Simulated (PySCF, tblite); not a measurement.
# C₃H₁₃B₂NO: geometry, infrared bands and NMR shifts

Aim: predict the infrared bands and NMR shifts of C₃H₁₃B₂NO (`CCBCO[BH2-][NH3+]`).

Computed with tblite 0.8.0 and PySCF 2.14.0, with density-fitted response routines of our own, on a single molecule in the gas phase. Atoms count from 0, in the outputs and in this text.

### Step 1. The molecule as given

20 atoms, charge 0, multiplicity 1; geometry from: force field or distance geometry start.

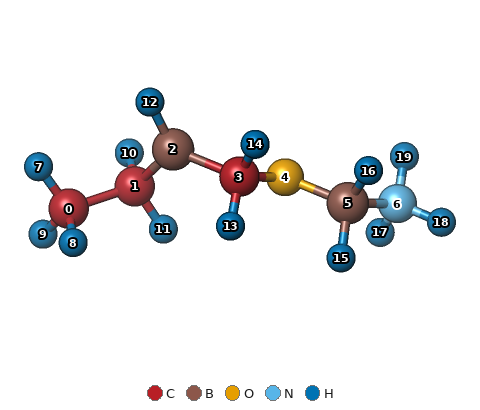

As it starts; carbon red, boron brown, oxygen amber, nitrogen blue, hydrogen blue, atoms numbered; sticks join atoms by distance.

### Step 2. Geometry optimisation with GFN2-xTB

The job: settings as JSON, then the geometry in Å.

```
{"job": {"kind": "relax", "xc": "GFN2-xTB", "basis": "xTB"}, "charge": 0, "multiplicity": 1}
C     -3.361900     0.195600     0.623100
C     -2.004700    -0.462600     0.657800
B     -1.296700    -0.446100    -0.765700
C      0.073600     0.320700    -1.001100
O      1.056600    -0.289700    -0.173300
B      2.352700     0.415900    -0.358500
N      3.420300    -0.245600     0.525200
H     -4.034900    -0.330300    -0.079700
H     -3.272000     1.258500     0.315000
H     -3.833200     0.164600     1.639200
H     -2.113600    -1.524700     0.991200
H     -1.361000     0.060500     1.403700
H     -1.838200    -0.978000    -1.670500
H     -0.078400     1.381600    -0.723300
H      0.331500     0.235100    -2.070300
H      2.251200     1.565300    -0.025600
H      2.713100     0.360300    -1.492600
H      3.125000    -0.198500     1.530500
H      4.331500     0.248700     0.413400
H      3.534000    -1.248900     0.258500
```

The run is started by

```bash
> OMP_NUM_THREADS=1 python probes_run.py task.json out
```

One launch serves the whole session: the jobs run in the order shown.

**Question.** This job is followed by: GFN2-xTB harmonic vibrations, gas phase; GIAO PBE0/pcSseg-1 NMR shielding, non-relativistic, gas phase. What will the session give for the following? strongest single infrared mode (GFN2-xTB); zero-point energy (GFN2-xTB); ¹³C shifts against TMS (PBE0/pcSseg-1); ¹H shifts against TMS (PBE0/pcSseg-1, means over atoms taken as alike); ¹¹B shifts against BF3·OEt2 (PBE0/pcSseg-1); ¹⁷O shifts against H2O (PBE0/pcSseg-1); ¹⁵N shifts against NH3 (PBE0/pcSseg-1).

As calculated:

| quantity | value |
| --- | --- |
| strongest single infrared mode (GFN2-xTB) | 2407 cm⁻¹, 264 km/mol |
| zero-point energy (GFN2-xTB) | 103.7 kcal/mol |
| ¹³C shifts against TMS (PBE0/pcSseg-1) | 79.1, 24.7, 13.8 ppm |
| ¹H shifts against TMS (PBE0/pcSseg-1, means over atoms taken as alike) | 7.87, 4.33, 3.44, 1.95, 1.85, 1.24 ppm |
| ¹¹B shifts against BF3·OEt2 (PBE0/pcSseg-1) | 92.9, 1.7 ppm |
| ¹⁷O shifts against H2O (PBE0/pcSseg-1) | 53.3 ppm |
| ¹⁵N shifts against NH3 (PBE0/pcSseg-1) | 46.5 ppm |

What this shows: The optimisation took 192 steps and gained 0.626 eV; among the close pairs (by a distance rule), B5–N6 changed most, from 1.536 to 1.817 Å. The lowest mode is imaginary (27i cm⁻¹), so the xTB geometry is not a minimum. The strongest single mode, at 2407 cm⁻¹, moves mainly H16. GFN2-xTB is a fitted tight-binding method: band positions and strengths are rough. Its intensities can rank the bands wrongly. C3 (sp3 CH2 bonded to B and O) lies farthest downfield among carbon, at 79.1 ppm; deshielded by the electronegative neighbour. At PBE0/pcSseg-1: The widest tensor belongs to B2: span 185 ppm, with a paramagnetic part of -184 ppm.
